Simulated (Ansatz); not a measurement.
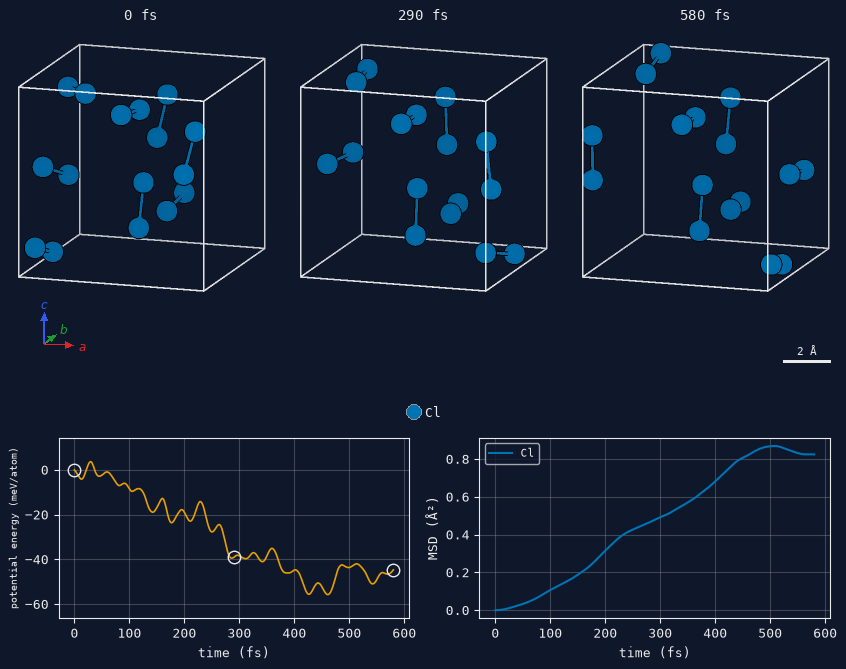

Molecular dynamics of a periodic cell with 8 Cl2 at 1.57 g/cm³, 580 fs long. It starts from the last geometry of an earlier run, with fresh velocities. Frames and the history of the run. A ball-and-stick model of the simulation cell, seen slightly off an axis. Atoms that leave the cell re-enter on the other side.

All numbers below come from Ansatz, DFT PBE, scalar-relativistic, plane waves, PAW. Settings: plane-wave cutoff 420 eV; k-point mesh 1 × 1 × 1; Fermi-Dirac smearing 0.02 eV; Langevin thermostat (NVT); set temperature 250 K; time step 2 fs; friction 0.005 per fs.

The input:
```yaml
crystal:
  lattice:
    - [8.434327, 0.0, 0.0]
    - [0.0, 8.434327, 0.0]
    - [0.0, 0.0, 8.434327]
  atoms:
    - { symbol: Cl, position: [0.51398256, 0.86263169, 0.80105844] }
    - { symbol: Cl, position: [0.46257828, 0.85113614, 0.57251186] }
    - { symbol: Cl, position: [0.05142714, 0.38905276, 0.04426195] }
    - { symbol: Cl, position: [0.02941756, 0.16325005, 0.1145305] }
    - { symbol: Cl, position: [0.53798965, 1.06552548, 0.23938847] }
    - { symbol: Cl, position: [0.5263675, 0.81560866, 0.19835359] }
    - { symbol: Cl, position: [0.49771666, 0.44308561, 0.19104986] }
    - { symbol: Cl, position: [0.52232366, 0.44496479, 0.43239857] }
    - { symbol: Cl, position: [-0.02534893, 0.45851241, 0.47033559] }
    - { symbol: Cl, position: [0.03844279, 0.68437047, 0.38305872] }
    - { symbol: Cl, position: [0.99977977, 0.79390244, 0.81867266] }
    - { symbol: Cl, position: [1.15491727, 0.61018329, 0.83607996] }
    - { symbol: Cl, position: [0.47664141, 0.2167861, 0.83551829] }
    - { symbol: Cl, position: [0.49719861, 0.45794376, 0.81067496] }
    - { symbol: Cl, position: [0.90488443, 0.12990788, 0.7988668] }
    - { symbol: Cl, position: [0.83769747, 0.14886909, 0.56321605] }
basis:
  ecutwfc: 420.0
kpoints:
  mp_grid: { grid: [1, 1, 1] }
hamiltonian:
  xc: pbe
scf:
  occupations: { method: fermi_dirac, width: 0.02 }
  lower_state_search: "off"
md:
  timestep: 2
  n_steps: 290
  ensemble: nvt_langevin
  temperature: 250.0
  initial_velocities: maxwell_boltzmann
  seed: 795658
  friction: 0.005
```

Command:
```bash
ansatz run input.yaml --threads 1 --pin off --max-ram 3072MiB --backend cpu --events-out ev --progress --plain --runs-dir out
```

Question: Describe the run.

Answer: In the second half of the run the atoms are, in the root-mean-square, this far from where they began (common drift taken out): Cl 0.85 Å. The molecules turn and drift from their places. The mean temperature in the second half is 252 K (standard deviation 55 K). The potential energy in the second half lies on average 45.0 meV per atom below the first frame.

Limits of the set-up: the periodic images lie only 8.4 Å apart, so the values are limited by the cell's size.

Cost: 11 min on 1 thread of Arm Neoverse V2 (shared host), peak memory 0.48 GiB.
